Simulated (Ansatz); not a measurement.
**Ligand exchange: AuCl + C4H10S → AuSH + C4H9Cl**

Species: AuCl (gold monochloride), singlet; C4H10S `CC(C)(C)S`, singlet; AuSH `[SH][Au]`, singlet; C4H9Cl (2-chloro-2-methylpropane) `CC(C)(C)Cl`, singlet. The partners trade Cl for SH: Au–Cl and C–SH bonds give way to Au–SH and C–Cl.

Shapes, held fixed at every level: PBE0-D4/def2-TZVP. Flexible molecules stand in one conformer, not always the lowest. Programs: Ansatz 0.2.0. The zero-point and thermal change to 298 K, harmonic and unscaled (PBE0-D4/def2-TZVP), is -1.8 kJ/mol.

```csv
level,kind,ΔH(298 K) (kJ/mol),less CCSD(T)/def2-TZVPP
HF/def2-TZVPP,Hartree–Fock,+0.9,+26.7
SPW92/def2-TZVPP,LDA,-39.5,-13.7
PBE0-D4/def2-TZVPP,global hybrid,-24.6,+1.2
B2PLYP/def2-TZVPP,double hybrid,-28.9,-3.1
MP2/def2-SVP,perturbation theory,-31.9,-6.1
MP2/def2-TZVPP,perturbation theory,-35.9,-10.1
CCSD/def2-TZVPP,coupled cluster or CI,-21.9,+3.9
CCSD(T)/def2-TZVPP,coupled cluster or CI,-25.8,0.0
```

The highest level, CCSD(T)/def2-TZVPP, gives ΔH(298 K) = -25.8 kJ/mol; the levels span -39.5 to +0.9. They disagree on the sign: 1 of 8 are positive. The column of differences is taken from that level and isn't an error. No measured value is set beside it here. T1 is large for AuCl, AuSH, so single-reference values are less sure there. For atoms past krypton def2 sets carry core potentials with scalar relativity. Correlated rows may include outer-core shells of Au, which these sets cover unevenly.

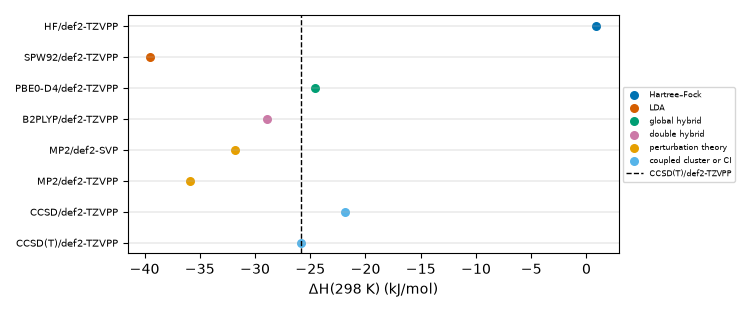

The values of the table, level by level.
